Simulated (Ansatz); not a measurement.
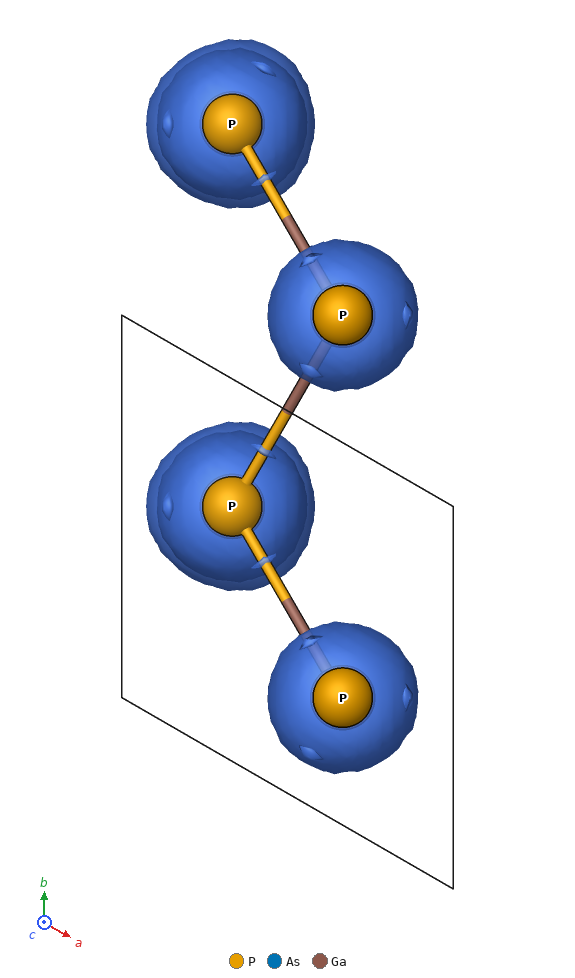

The picture shows: Ga4AsP3. Isosurface of the valence pseudo-density at 0.8 e/Å³ (blue), seen along the c axis. Sticks mark near contacts.

Space group P3m1; started from the ordered alloy on wurtzite lattice prototype, which need not be the ambient phase; computed pressure about 3 GPa in this cell.

The calculation used DFT, PBE with spin-orbit coupling, plane waves, PAW in Ansatz.

Q: How is the density connected at this value?

A: At this value the density breaks into separate islands; it holds about 60 % of the electrons treated as valence (semicore included). It bridges none of the near contacts. It is pinched off along the sampled Ga–P (2.37 Å), Ga–As (2.41 Å) and Ga–As (2.45 Å) contacts. On the grid the lowest density along these lines, outside the cores, is 0.52 e/Å³ (Ga–P, 2.37 Å), 0.51 e/Å³ (Ga–As, 2.41 Å) and 0.46 e/Å³ (Ga–As, 2.45 Å).
